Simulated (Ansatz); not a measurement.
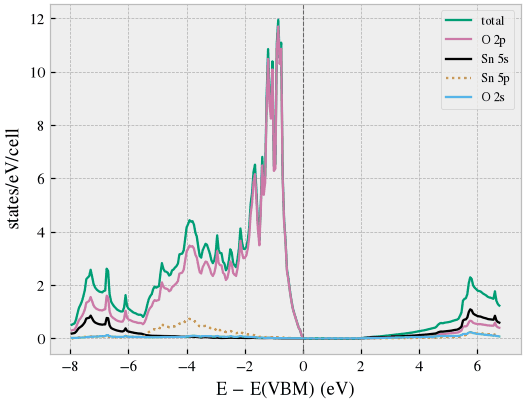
Figure. Total and projected density of states of SnO2 (rutile, space group No. 136), r²SCAN in the plane-wave PAW code Ansatz

**Question.** Which orbitals carry the states next to the gap?

**Answer.** Top 1 eV of the valence band: O 2p 98 %. Bottom 1 eV of the conduction band: Sn 5s 56 %, O 2s 26 %, O 2p 14 %. Projections are on Löwdin-orthogonalised atomic valence shells; empty p or d shells of many metals are not among them.

**Question.** Where is the tallest occupied peak in this window, and what makes it?

**Answer.** Near -0.8 eV, about 12 states/eV per cell; the largest projected share is O 2p.

Space group P4_2/mnm (rutile). The r²SCAN relaxation kept the symmetry of its start. Spin–orbit coupling is left out wherever it is not named.

Potentials: the later of the program's two PAW sets.
